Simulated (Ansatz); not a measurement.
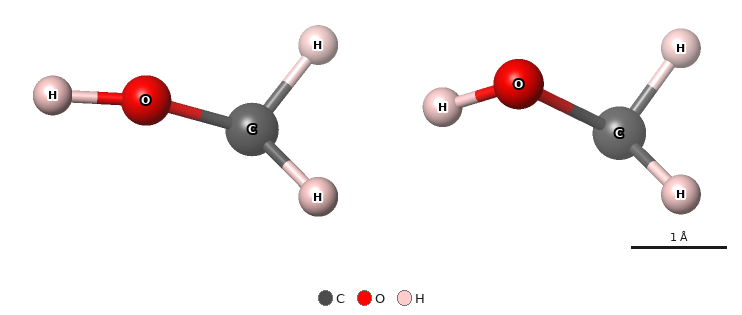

Two geometries of CH$_{3}$O (charge −1), drawn at one scale. One is the start of a relaxation, the other its converged end. A ball-and-stick model, seen at a tilt.

Computed with Ansatz 0.2.0, RKS B3LYP-D4/def2-TZVP. (no spin polarisation; force threshold 0.02 eV/Å; at most 50 steps)

Q: Which geometry has the lower energy?

A: The right one is the relaxed one. The run prepares an end point of a later path (hydrogen shift) calculation, from a guessed geometry. Over 6 geometry steps the energy falls by 48.3 kcal/mol. The largest force component goes from 8.1 to 0.015 eV/Å. The largest move after the best rigid fit is that of the O atom, 0.37 Å. By element the largest moves are O 0.37 Å, H 0.33 Å, C 0.09 Å. Some distances before and after: C–O 1.293 → 1.535 Å, C–H 1.157 → 1.117 Å, H–O 0.990 → 0.956 Å. Among the angles between lasting bonds that change: C–O–H 156.1° → 100.6°, O–C–H 115.8° → 103.2°.

Limits of the set-up: the basis has no diffuse functions, which an anion needs.
